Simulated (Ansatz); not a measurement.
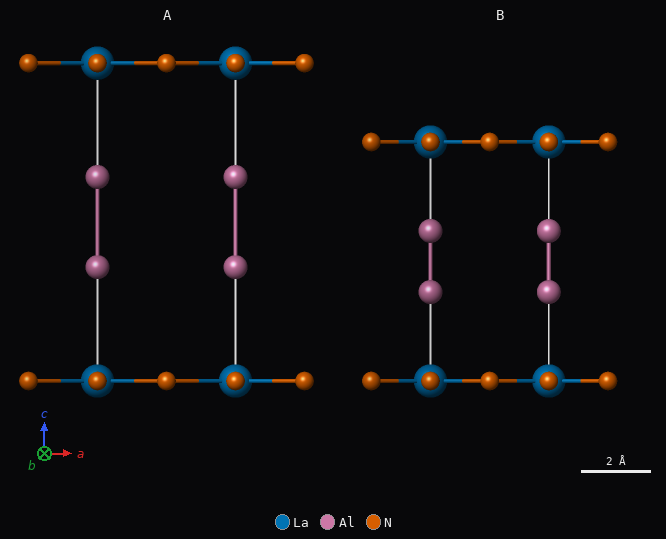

Two geometries of crystalline LaAl2N3 (a generated structure, set up in P6/mmm) (coarse preliminary run), drawn at one scale. One is the start of a relaxation, the other its converged end. Style: ball-and-stick. Shown: the cell of the calculation, along the b axis.

These are results of DFT PBE, scalar-relativistic, plane waves, PAW (Ansatz 0.2.0), not measurements. (plane-wave cutoff 420 eV; k-point mesh 6 × 6 × 4; occupations gaussian; smearing width 0.1 eV; no spin polarisation; cell and atoms relaxed; force threshold 0.04 eV/Å; at most 70 steps)

### Which geometry has the lower energy?

Structure A is the relaxed one. The largest moves relative to the cell, 0.13 Å, are those of Al atoms. N and La stay in place. The drawn cell changes as follows: a = b 4.013 → 4.681 Å (+16.6 %), c 7.020 → 9.337 Å (+33.0 %); the volume changes by +81.0 %. Some distances before and after: Al–Al 1.794 → 2.646 Å, Al–La 2.613 → 3.346 Å, La–N 2.007 → 2.341 Å. The space group stays P6/mmm (No. 191). The energy falls by 1370 meV per atom in 9 accepted moves (11 points after the start). The largest force component goes from 13 to 0.029 eV/Å. Pressure: 44.93 GPa at the start and −0.04 GPa at the end. At 2 points the geometry stayed and the basis and grid were re-selected for the new cell (energy shift of 104 meV per atom at most each time). Cost: 38 s on 1 thread of Intel(R) Xeon(R) Platinum 8488C (Sapphire Rapids), on a shared host, peak memory 0.51 GiB.
